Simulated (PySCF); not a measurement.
C4F6, SMILES `FC(F)=C(F)C(F)=C(F)F`.

PySCF calculation, PBE0/def2-SVP, gas phase; geometry: GFN2-xTB. No frequency check shows the geometry to be a minimum. Without diffuse functions Rydberg states are missing, so the states' numbers hold for this basis only.

Coordinates in Å:

```
F1      -2.9255    0.7182    0.0000
C2      -1.8611   -0.0564    0.0000
F3      -2.1948   -1.3280    0.0000
C4      -0.6023    0.4062    0.0000
F5      -0.4156    1.7336    0.0000
C6       0.6023   -0.4062    0.0000
F7       0.4156   -1.7336    0.0000
C8       1.8611    0.0564    0.0000
F9       2.1948    1.3280    0.0000
F10      2.9255   -0.7182    0.0000
```

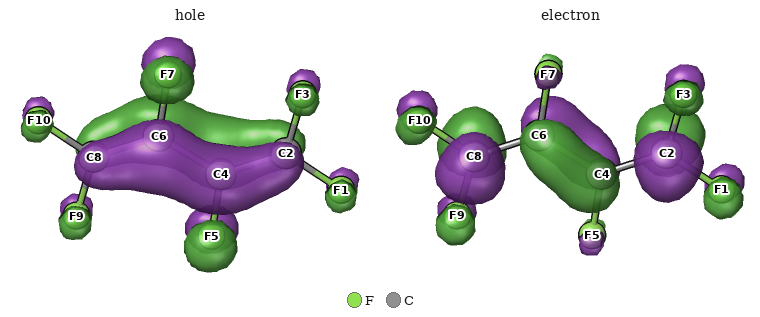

Leading natural transition orbital pair of T₂ (TDA triplet states); the surfaces enclose about 78 % of each orbital's density.

Question: Characterise the state.

Answer: 5.16 eV (240 nm), spin-forbidden from the singlet ground state, π → π*; the leading pair carries 72 %; hole on C4 and C6 (22 % each), C2 and C8 (13 % each) and F5 and F7 (8 % each), electron on C2 and C8 (22 % each) and C4 and C6 (17 % each) (shares are of the whole state, not of the leading pair alone); their centroids lie 0.0 Å apart. In canonical orbitals it is mainly HOMO−1 → LUMO (71 %). The HOMO–LUMO gap is 5.89 eV.
